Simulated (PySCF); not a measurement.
**BCl (SMILES [B]Cl) at CAM-B3LYP/ANO-RCC-VDZP (sfX2C)**

Aim: the vertical ionisation energy of BCl at CAM-B3LYP/ANO-RCC-VDZP (sfX2C), from 2 runs. Input form: a Python script.

The calculation is run with PySCF 2.14.0.

## (1) The structure to begin with

BCl has 2 atoms, charge 0, and is taken as a singlet. SMILES: `[B]Cl`. Geometry: relaxed at PBE0-D4/def2-TZVP.

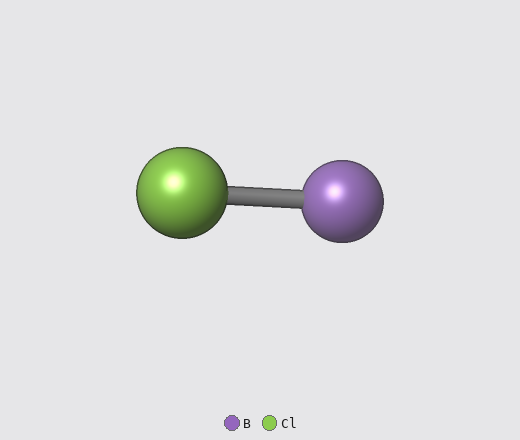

The structure, seen from a chosen angle (boron purple, chlorine green).

## (2) The energy at CAM-B3LYP/ANO-RCC-VDZP (sfX2C)

job.py reads:

```python
from pyscf import gto, dft

system = gto.M(
    atom='''
B      0.000000     0.000000    -0.069660
Cl     0.000000     0.000000     1.648190
''',
    basis='ano-rcc-vdzp',
    verbose=4,
    spin=0,
    max_memory=1860,
)

mf = dft.RKS(system, xc='cam-b3lyp')
mf = mf.sfx2c1e()
mf.conv_tol = 1e-10
mf.grids.level = 4
mf.kernel()
if not mf.converged:
    mf = mf.newton().run(mf.mo_coeff, mf.mo_occ)

e_final = mf.e_tot
print('Final energy', e_final)
```

Launch:

```console
$ OMP_NUM_THREADS=1 python job.py
```

Log:

```text
PySCF version 2.14.0

[INPUT] num. atoms = 2
[INPUT] num. electrons = 22
[INPUT] charge = 0
[INPUT] spin (= nelec alpha-beta = 2S) = 0
[INPUT] symmetry False subgroup None
[INPUT] Mole.unit = angstrom
[INPUT] Symbol           X                Y                Z      unit          X                Y                Z       unit  Magmom
[INPUT]  1 B      0.000000000000   0.000000000000  -0.069660000000 AA    0.000000000000   0.000000000000  -0.131638321837 Bohr   0.0
[INPUT]  2 Cl     0.000000000000   0.000000000000   1.648190000000 AA    0.000000000000   0.000000000000   3.114627701247 Bohr   0.0

nuclear repulsion = 26.183929288471
number of shells = 6
number of NR pGTOs = 144
number of NR cGTOs = 32
basis = ano-rcc-vdzp
ecp = {}

******** <class 'pyscf.x2c.sfx2c1e.sfX2C1eRKS'> ********
method = sfX2C1eRKS
initial guess = minao
damping factor = 0
level_shift factor = 0
DIIS = <class 'pyscf.scf.diis.CDIIS'>
diis_start_cycle = 1
diis_space = 8
diis_damp = 0
SCF conv_tol = 1e-10
SCF conv_tol_grad = None
SCF max_cycles = 50
direct_scf = True
direct_scf_tol = 1e-13
XC library pyscf.dft.libxc version 7.0.0
    S. Lehtola, C. Steigemann, M. J.T. Oliveira, and M. A.L. Marques.,  SoftwareX 7, 1–5 (2018)
XC functionals = cam-b3lyp
    T. Yanai, D. P. Tew, and N. C. Handy.,  Chem. Phys. Lett. 393, 51 (2004)
radial grids:
    Treutler-Ahlrichs [JCP 102, 346 (1995); DOI:10.1063/1.469408] (M4) radial grids

becke partition: Becke, JCP 88, 2547 (1988); DOI:10.1063/1.454033
pruning grids: <function nwchem_prune>
grids dens level: 4
symmetrized grids: False
atomic radii adjust function: <function treutler_atomic_radii_adjust>
small_rho_cutoff = 0

******** <class 'pyscf.x2c.sfx2c1e.SpinFreeX2CHelper'> ********
approx = 1e
xuncontract = 1
Set gradient conv threshold to 1e-05
Initial guess from minao.
tot grids = 56800
init E= -486.526643717633
  HOMO = -0.260312750776483  LUMO = -0.0401751105446252  gap/eV = 5.99025
cycle= 1 E= -486.408809620645  delta_E= 0.118  |g|= 0.217  |ddm|= 1.62
  HOMO = -0.349630421357136  LUMO = -0.0435772941144271  gap/eV = 8.32813
cycle= 2 E= -486.408421888468  delta_E= 0.000388  |g|= 0.238  |ddm|= 0.631
  HOMO = -0.321684962843779  LUMO = -0.01955560387178  gap/eV = 8.22136
cycle= 3 E= -486.426744455073  delta_E= -0.0183  |g|= 0.00893  |ddm|= 0.262
  HOMO = -0.320000277337369  LUMO = -0.0169055279379306  gap/eV = 8.24763
cycle= 4 E= -486.426804414551  delta_E= -6e-05  |g|= 0.0023  |ddm|= 0.0302
  HOMO = -0.320820445747747  LUMO = -0.0178765252288719  gap/eV = 8.24352
cycle= 5 E= -486.426808462337  delta_E= -4.05e-06  |g|= 0.000836  |ddm|= 0.00823
  HOMO = -0.32068289105783  LUMO = -0.0177671265981784  gap/eV = 8.24276
cycle= 6 E= -486.426808816318  delta_E= -3.54e-07  |g|= 0.000156  |ddm|= 0.00207
  HOMO = -0.320666343564762  LUMO = -0.0177588028345008  gap/eV = 8.24253
cycle= 7 E= -486.426808833266  delta_E= -1.69e-08  |g|= 2.84e-05  |ddm|= 0.00046
  HOMO = -0.320678604295712  LUMO = -0.0177656748325764  gap/eV = 8.24268
cycle= 8 E= -486.426808833732  delta_E= -4.66e-10  |g|= 2.92e-06  |ddm|= 7.63e-05
  HOMO = -0.320678235305609  LUMO = -0.0177653131656326  gap/eV = 8.24268
cycle= 9 E= -486.426808833739  delta_E= -6.93e-12  |g|= 4.46e-07  |ddm|= 8.98e-06
  HOMO = -0.320678290245545  LUMO = -0.0177653980606104  gap/eV = 8.24268
Extra cycle  E= -486.426808833739  delta_E=    0  |g|= 3.04e-07  |ddm|= 1.46e-06
converged SCF energy = -486.426808833739
Final energy -486.4268088337386
```

Wall time 6.9 s (1 thread of Arm Neoverse V2, shared host); peak memory 0.19 GiB.

## (3) The doublet cation at the same level

calc.py reads:

```python
from pyscf import gto, dft

molecule = gto.M(
    atom='''
B      0.000000     0.000000    -0.131638
Cl     0.000000     0.000000     3.114628
''',
    unit='bohr',
    spin=1,
    verbose=4,
    charge=1,
    max_memory=1860,
    basis='ano-rcc-vdzp',
)

mf = dft.UKS(molecule)
mf.xc = 'cam-b3lyp'
mf = mf.x2c()
mf.conv_tol = 1e-10
mf.grids.level = 4
mf.kernel()
if not mf.converged:
    mf = mf.newton().run(mf.mo_coeff, mf.mo_occ)

etot = mf.e_tot
print('E(%s) = %.9f' % ('CAM-B3LYP', etot))
```

Launch:

```console
$ OMP_NUM_THREADS=1 python calc.py
```

Log:

```text
PySCF version 2.14.0

[INPUT] num. atoms = 2
[INPUT] num. electrons = 21
[INPUT] charge = 1
[INPUT] spin (= nelec alpha-beta = 2S) = 1
[INPUT] symmetry False subgroup None
[INPUT] Mole.unit = bohr
[INPUT] Symbol           X                Y                Z      unit          X                Y                Z       unit  Magmom
[INPUT]  1 B      0.000000000000   0.000000000000  -0.069659829691 AA    0.000000000000   0.000000000000  -0.131638000000 Bohr   0.0
[INPUT]  2 Cl     0.000000000000   0.000000000000   1.648190158093 AA    0.000000000000   0.000000000000   3.114628000000 Bohr   0.0

nuclear repulsion = 26.1839294746641
number of shells = 6
number of NR pGTOs = 144
number of NR cGTOs = 32
basis = ano-rcc-vdzp
ecp = {}

[... 83 lines left out ...]
converged SCF energy = -486.057777621406  <S^2> = 0.75529364  2S+1 = 2.0052867
E(CAM-B3LYP) = -486.057777621
```

Wall time 9 s (1 thread of Arm Neoverse V2, shared host); peak memory 0.2 GiB.

## (4) Summary of results

Level: CAM-B3LYP/ANO-RCC-VDZP (sfX2C).

| quantity | value |
| --- | --- |
| singlet BCl: total energy | -486.42681 Eh |
| singlet BCl: dipole moment | 1.56 D |
| singlet BCl: HOMO energy | -8.73 eV |
| singlet BCl: LUMO energy | -0.48 eV |
| singlet BCl: HOMO–LUMO gap | 8.24 eV |
| doublet cation: total energy | -486.05778 Eh |
| doublet cation: HOMO energy (highest over α and β) | -19.16 eV |
| doublet cation: LUMO energy (lowest over α and β) | -11.30 eV |
| doublet cation: ⟨S²⟩ | 0.755 |
| vertical ionisation energy (to the doublet cation) | 10.042 eV |

**Reading.** The vertical ionisation energy comes to 10.04 eV (969 kJ/mol). −ε(HOMO) before ionisation, 8.73 eV, is 1.32 eV below this ionisation energy.
